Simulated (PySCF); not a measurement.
# C₂H₅Cl₃Si: geometry, spin-spin couplings

Aim: predict the spin-spin couplings of C₂H₅Cl₃Si (`[SiH3]CC(Cl)(Cl)Cl`).

Computed with PySCF 2.14.0, with density-fitted response routines of our own, on a single molecule in the gas phase. Atoms count from 0, in the outputs and in this text.

## 1. The molecule as given

11 atoms, charge 0, multiplicity 1; geometry from: GFN2-xTB. The atoms were then displaced at random by about 0.01 Å, so the start is not that level's minimum.

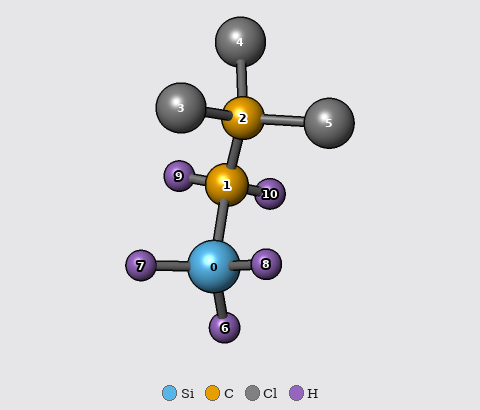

As it starts; silicon blue, carbon amber, chlorine grey, hydrogen purple, atoms numbered.

## 2. Geometry optimisation at PBE0-D3(BJ)/def2-SVP

What the job is given:

```
{"job": {"xc": "PBE0", "basis": "def2-SVP", "d3": "d3bj", "grid": 1, "shake": 0.01, "kind": "geom"}, "charge": 0, "multiplicity": 1}
Si     1.551430    -0.200580    -0.170900
C     -0.176990     0.703500    -0.097400
C     -1.314430    -0.235480     0.203020
Cl    -1.211080    -1.640840    -0.870510
Cl    -2.897690     0.545690    -0.002170
Cl    -1.203350    -0.813700     1.885100
H      2.530070     0.882630     0.021420
H      1.698720    -0.767760    -1.503360
H      1.618230    -1.172540     0.897780
H     -0.378050     1.180310    -1.045430
H     -0.178750     1.492940     0.666790
```

Launch:

```sh
$ OMP_NUM_THREADS=1 python probes_run.py task.json out
```

The driver reads the jobs from task.json and runs them one after another.

What it wrote:

```text
step   0  E = -1748.05495500  max force = 0.024088
step   1  E = -1748.05802615  max force = 0.005000
step   2  E = -1748.05845521  max force = 0.002161
step   3  E = -1748.05850475  max force = 0.000743
step   4  E = -1748.05851329  max force = 0.000260
optimisation converged
```

Run time: 34 s. Hardware: 1 thread of Arm Neoverse V1, shared host; peak memory 0.54 GiB.

Step by step:

| step | energy from step 0 (eV) | largest force component (eV/Å) |
| --- | --- | --- |
| 0 | 0.0000 | 1.2387 |
| 1 | -0.0836 | 0.2571 |
| 2 | -0.0952 | 0.1111 |
| 3 | -0.0966 | 0.0382 |
| 4 | -0.0968 | 0.0134 |

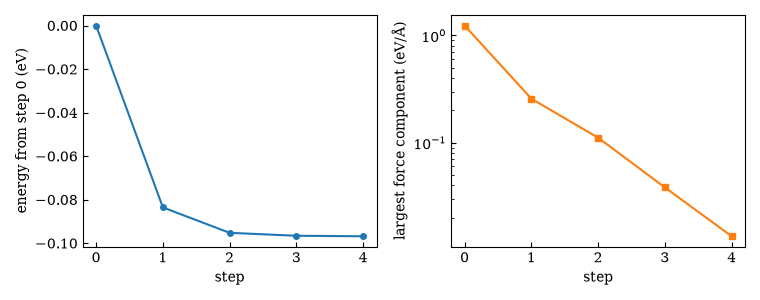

Energy and force, step by step.

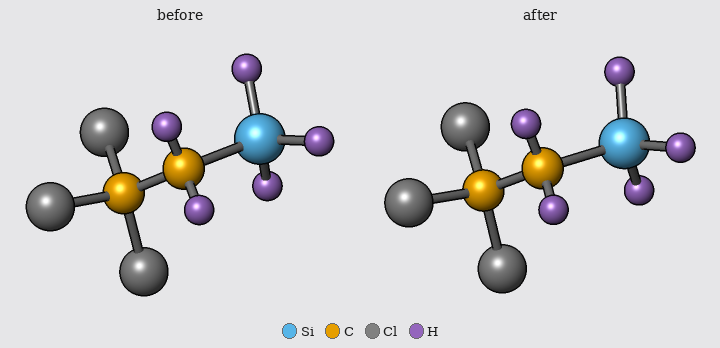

The geometry before (left) and after (right).

Distances of close pairs at the start and the end, largest changes first:

| bond | before (Å) | after (Å) | change (Å) |
| --- | --- | --- | --- |
| Si0–C1 | 1.952 | 1.907 | -0.045 |
| Si0–H8 | 1.446 | 1.489 | +0.043 |
| Si0–H7 | 1.456 | 1.490 | +0.035 |
| C1–H9 | 1.080 | 1.102 | +0.022 |
| Si0–H6 | 1.472 | 1.494 | +0.022 |
| C2–Cl3 | 1.771 | 1.787 | +0.015 |
| C2–Cl4 | 1.777 | 1.787 | +0.010 |
| C1–C2 | 1.505 | 1.511 | +0.006 |

The end geometry stands in the next job.

| at the end point | value |
| --- | --- |
| point group (found at 0.08 Å tolerance) | C1 |
| rotational constants (GHz, main isotopes) | 1.859, 1.066, 0.999 |
| dipole moment (D) | 1.49 |

## 3. Indirect couplings: B3LYP/cc-pVTZ

What the job is given:

```
{"job": {"kind": "j", "xc": "B3LYP", "basis": "cc-pVTZ"}, "charge": 0, "multiplicity": 1}
Si     1.856616    -0.860409    -0.097020
C      0.074781    -0.181259    -0.110117
C     -1.029602    -1.178203     0.154932
Cl    -0.894132    -2.561008    -0.968720
Cl    -2.627423    -0.412311    -0.077916
Cl    -0.938968    -1.784810     1.828297
H      2.753790     0.317136     0.104996
H      2.178398    -1.492199    -1.407950
H      2.061768    -1.838613     1.006737
H     -0.105941     0.262599    -1.102632
H     -0.018757     0.629928     0.629027
```

Method: B3LYP/cc-pVTZ indirect spin-spin coupling, non-relativistic, gas phase.

What it wrote:

```text
coarse grid: 11768 points
cycle   1  E = -1749.3591370961  dE =  4.943e-01  |g| = 5.786e-01  |ddm| = 5.858e+00
cycle   2  E = -1749.1758577969  dE =  1.833e-01  |g| = 1.113e+00  |ddm| = 2.106e+00
cycle   3  E = -1749.4360412458  dE = -2.602e-01  |g| = 1.203e-01  |ddm| = 1.370e+00
cycle   4  E = -1749.4387989516  dE = -2.758e-03  |g| = 5.656e-02  |ddm| = 2.573e-01
cycle   5  E = -1749.4395848001  dE = -7.858e-04  |g| = 1.109e-02  |ddm| = 8.666e-02
cycle   6  E = -1749.4396158360  dE = -3.104e-05  |g| = 1.466e-03  |ddm| = 1.873e-02
cycle   7  E = -1749.4396163440  dE = -5.080e-07  |g| = 3.829e-04  |ddm| = 3.187e-03
final grid: 96440 points
cycle   8  E = -1749.4612423555  dE = -2.600e-05  |g| = 4.808e-03  |ddm| = 5.336e-02
cycle   9  E = -1749.4612348092  dE =  7.546e-06  |g| = 7.225e-03  |ddm| = 1.616e-02
cycle  10  E = -1749.4612466435  dE = -1.183e-05  |g| = 1.392e-03  |ddm| = 1.033e-02
cycle  11  E = -1749.4612471042  dE = -4.607e-07  |g| = 2.599e-04  |ddm| = 1.817e-03
cycle  12  E = -1749.4612471191  dE = -1.493e-08  |g| = 8.193e-05  |ddm| = 4.787e-04
cycle  13  E = -1749.4612471207  dE = -1.629e-09  |g| = 9.635e-06  |ddm| = 1.365e-04
cycle  14  E = -1749.4612471208  dE = -2.501e-11  |g| = 1.880e-06  |ddm| = 1.845e-05
converged SCF energy = -1749.4612471208

Indirect spin-spin couplings (Hz)
  i      j    bonds     total        FC       PSO       DSO        SD
  0 Si   1 C    1    -41.453   -41.122     1.333    -0.113    -1.551
  0 Si   2 C    2      1.289     1.169     0.050    -0.050     0.120
  0 Si   6 H    1   -151.998  -152.499     0.617    -0.195     0.079
  0 Si   7 H    1   -164.598  -165.146     0.737    -0.223     0.035
  0 Si   8 H    1   -168.054  -168.620     0.793    -0.245     0.017
  0 Si   9 H    2      6.044     6.024     0.120     0.014    -0.115
  0 Si  10 H    2      4.645     4.570     0.146     0.032    -0.104
  1 C    2 C    1     40.457    41.925    -1.846     0.378         -
  1 C    6 H    2      8.199     8.286    -0.055    -0.032         -
  1 C    7 H    2      3.784     3.908    -0.050    -0.073         -
  1 C    8 H    2      2.457     2.553    -0.012    -0.083         -
  1 C    9 H    1    117.423   115.076     1.220     1.128         -
  1 C   10 H    1    120.099   117.787     1.192     1.121         -
  2 C    6 H    3      9.789     9.841     0.142    -0.194         -
  2 C    7 H    3     -0.570    -0.595    -0.006     0.031         -
  2 C    8 H    3      1.677     1.549    -0.079     0.207         -
  2 C    9 H    2     -4.554    -4.742    -0.197     0.385         -
  2 C   10 H    2     -3.830    -4.018    -0.192     0.379         -
  6 H    7 H    2      4.944     5.995     0.741    -1.792         -
  6 H    8 H    2      3.429     4.488     0.719    -1.777         -
  6 H    9 H    3     -0.403    -0.323     0.287    -0.367         -
  6 H   10 H    3      3.103     2.811    -0.207     0.500         -
  7 H    8 H    2      6.015     7.052     0.683    -1.720         -
  7 H    9 H    3      3.161     2.907    -0.183     0.437         -
  7 H   10 H    3      6.002     6.801     1.126    -1.925         -
  8 H    9 H    3      6.539     7.394     1.161    -2.017         -
  8 H   10 H    3     -0.578    -0.393     0.410    -0.595         -
  9 H   10 H    2    -12.851   -13.690     2.008    -1.169         -
```

Run time: 51 s. Hardware: 1 thread of Arm Neoverse V1, shared host; peak memory 1 GiB.

The basis is not made for couplings: without tight functions at the nuclei these values are rough.

A choice of the couplings up to four bonds, sorted by the number of bonds, with means over like pairs; isotopes 13C, 1H, 29Si:

| pair | bonds | J (Hz) | Fermi contact (Hz) |
| --- | --- | --- | --- |
| Si0–H6 | 1 | -161.5 | -162.1 |
| C1–H9 | 1 | 118.8 | 116.4 |
| Si0–C1 | 1 | -41.5 | -41.1 |
| C1–C2 | 1 | 40.5 | 41.9 |
| H9–H10 | 2 | -12.9 | -13.7 |
| Si0–H9 | 2 | 5.3 | 5.3 |
| C1–H6 | 2 | 4.8 | 4.9 |
| H6–H7 | 2 | 4.8 | 5.8 |
| C2–H9 | 2 | -4.2 | -4.4 |
| Si0–C2 | 2 | 1.3 | 1.2 |
| C2–H6 | 3 | 3.6 | 3.6 |
| H6–H9 | 3 | 3.0 | 3.2 |

Means hide unlike values in this fixed geometry: C1–H6 from 2.5 to 8.2 Hz; C2–H6 from -0.6 to 9.8 Hz; H6–H9 from -0.6 to 6.5 Hz. They hold only if the pairs exchange fast.

The spin-dipole term was solved for some atoms only; pairs without it lack that part.

The response was solved for the nuclei of C, H, Si alone, so couplings that need other nuclei can be missing.

Quadrupole couplings from the field gradients of the same density:

| atom | isotope | eQq/h (MHz) | η |
| --- | --- | --- | --- |
| Cl5 | 35Cl | -75.9 | 0.01 |
| Cl4 | 35Cl | -75.7 | 0.02 |
| Cl3 | 35Cl | -74.9 | 0.02 |

## 4. Indirect couplings: B3LYP/6-31G*

The job, as its differences from that of step 3:

```diff
@@ -1,2 +1,2 @@
-{"job": {"kind": "j", "xc": "B3LYP", "basis": "cc-pVTZ"}, "charge": 0, "multiplicity": 1}
+{"job": {"kind": "j", "xc": "B3LYP", "basis": "6-31G*"}, "charge": 0, "multiplicity": 1}
 Si     1.856616    -0.860409    -0.097020
```

With the program's defaults for keys left out, this is: B3LYP/6-31G* indirect spin-spin coupling, non-relativistic, gas phase.

What it wrote:

```text
coarse grid: 11768 points
cycle   1  E = -1749.2664778425  dE =  5.214e-01  |g| = 5.716e-01  |ddm| = 3.180e+00
cycle   2  E = -1749.0955153632  dE =  1.710e-01  |g| = 1.056e+00  |ddm| = 1.413e+00
cycle   3  E = -1749.3494356586  dE = -2.539e-01  |g| = 1.001e-01  |ddm| = 9.138e-01
cycle   4  E = -1749.3516654600  dE = -2.230e-03  |g| = 4.194e-02  |ddm| = 1.399e-01
cycle   5  E = -1749.3521123951  dE = -4.469e-04  |g| = 8.520e-03  |ddm| = 4.914e-02
cycle   6  E = -1749.3521337916  dE = -2.140e-05  |g| = 7.762e-04  |ddm| = 1.283e-02
cycle   7  E = -1749.3521339766  dE = -1.850e-07  |g| = 1.530e-04  |ddm| = 1.404e-03
final grid: 96440 points
cycle   8  E = -1749.2721769494  dE = -5.385e-06  |g| = 4.472e-03  |ddm| = 1.372e-02
cycle   9  E = -1749.2721685789  dE =  8.371e-06  |g| = 7.272e-03  |ddm| = 1.163e-02
cycle  10  E = -1749.2721820270  dE = -1.345e-05  |g| = 8.875e-04  |ddm| = 7.520e-03
cycle  11  E = -1749.2721822251  dE = -1.981e-07  |g| = 1.326e-04  |ddm| = 9.904e-04
cycle  12  E = -1749.2721822295  dE = -4.398e-09  |g| = 2.797e-05  |ddm| = 1.585e-04
cycle  13  E = -1749.2721822297  dE = -2.060e-10  |g| = 5.038e-06  |ddm| = 3.513e-05
converged SCF energy = -1749.2721822297

Indirect spin-spin couplings (Hz)
  i      j    bonds     total        FC       PSO       DSO        SD
  0 Si   1 C    1    -56.103   -55.507     0.846    -0.113    -1.330
  0 Si   2 C    2      1.912     1.828     0.032    -0.049     0.101
  0 Si   6 H    1   -177.298  -177.530     0.840    -0.224    -0.384
  0 Si   7 H    1   -192.548  -192.744     0.867    -0.252    -0.418
  0 Si   8 H    1   -196.089  -196.243     0.866    -0.274    -0.439
  0 Si   9 H    2      6.297     6.192     0.199     0.009    -0.102
  0 Si  10 H    2      5.373     5.228     0.213     0.027    -0.096
  1 C    2 C    1     52.607    53.701    -1.469     0.375         -
  1 C    6 H    2      7.397     7.459    -0.037    -0.026         -
  1 C    7 H    2      3.220     3.331    -0.044    -0.067         -
  1 C    8 H    2      1.864     1.953    -0.012    -0.077         -
  1 C    9 H    1    144.781   142.708     0.887     1.186         -
  1 C   10 H    1    147.574   145.542     0.853     1.179         -
  2 C    6 H    3      8.495     8.560     0.127    -0.193         -
  2 C    7 H    3     -0.365    -0.419     0.021     0.032         -
  2 C    8 H    3      1.802     1.612    -0.019     0.208         -
  2 C    9 H    2     -3.933    -4.287    -0.032     0.387         -
  2 C   10 H    2     -3.531    -3.885    -0.028     0.382         -
  6 H    7 H    2      4.234     5.771     0.179    -1.716         -
  6 H    8 H    2      2.651     4.188     0.164    -1.701         -
  6 H    9 H    3     -0.461    -0.232     0.108    -0.337         -
  6 H   10 H    3      3.295     3.004    -0.233     0.524         -
  7 H    8 H    2      5.380     6.878     0.147    -1.645         -
  7 H    9 H    3      3.299     3.059    -0.222     0.462         -
  7 H   10 H    3      5.675     6.867     0.700    -1.892         -
  8 H    9 H    3      6.108     7.369     0.722    -1.983         -
  8 H   10 H    3     -0.746    -0.376     0.195    -0.565         -
  9 H   10 H    2    -16.687   -16.808     1.177    -1.056         -
```

Run time: 12 s. Hardware: 1 thread of Arm Neoverse V1, shared host; peak memory 0.7 GiB.

This basis has no tight s functions, so the Fermi-contact terms are rough.

In short: J(Si0,H6) -188.6 Hz, J(C1,H9) 146.2 Hz, J(Si0,C1) -56.1 Hz (means over like pairs).

## 5. Side by side: spin-spin couplings

Couplings (Hz), each a mean over the pairs like the one named, with basis size and wall time:

| run | Si0–H6 | C1–H9 | Si0–C1 | C1–C2 | H9–H10 | Si0–H9 | C1–H6 | functions | time |
| --- | --- | --- | --- | --- | --- | --- | --- | --- | --- |
| B3LYP/cc-pVTZ | -161.5 | 118.8 | -41.5 | 40.5 | -12.9 | 5.3 | 4.8 | 266 | 51 s |
| B3LYP/6-31G* | -188.6 | 146.2 | -56.1 | 52.6 | -16.7 | 5.8 | 4.2 | 110 | 12 s |

## 6. Outcome

| quantity | value |
| --- | --- |
| point group | C1 |
| rotational constants (main isotopes) | 1.86, 1.07, 1.00 GHz |
| largest coupling of the table (B3LYP/cc-pVTZ) | 1J(Si,H) Si0–H6, -161.5 Hz (mean over like pairs) |
| range of J(Si0,H6), mean over like pairs | -188.6 to -161.5 Hz |

The start of the PBE0/def2-SVP relaxation was shaken at random by about 0.01 Å, so part of the energy gained, and of the first lengths quoted, undoes that. The optimisation took 4 steps and gained 0.097 eV; among the close pairs (by a distance rule), Si0–C1 changed most, from 1.952 to 1.907 Å. Of the pairs tabulated at B3LYP/cc-pVTZ, Si0–H6 (mean over like pairs) couples most strongly (-161.5 Hz; Fermi contact -162.1 Hz). The coupling Si0–H6, as a mean over pairs of its kind, runs from -188.6 Hz (B3LYP/6-31G*) to -161.5 Hz (B3LYP/cc-pVTZ). Couplings from bases without tight functions are rough.
